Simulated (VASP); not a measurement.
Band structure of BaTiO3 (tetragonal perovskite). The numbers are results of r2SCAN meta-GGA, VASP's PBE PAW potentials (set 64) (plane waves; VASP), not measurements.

Unless said otherwise, spin-orbit coupling is left out, though it shifts the bands of the heavy elements here.

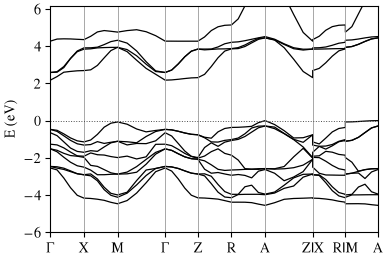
Figure: Bands along high-symmetry lines, zero at the valence-band maximum or, without a gap, the Fermi level

Problem. Read the plot: is there a gap, and where are the band edges?

Solution. The gap is indirect, 2.18 eV, from the valence maximum at A to the conduction minimum at Γ.

The compound is BaTiO3 in the tetragonal perovskite structure. It was relaxed first.
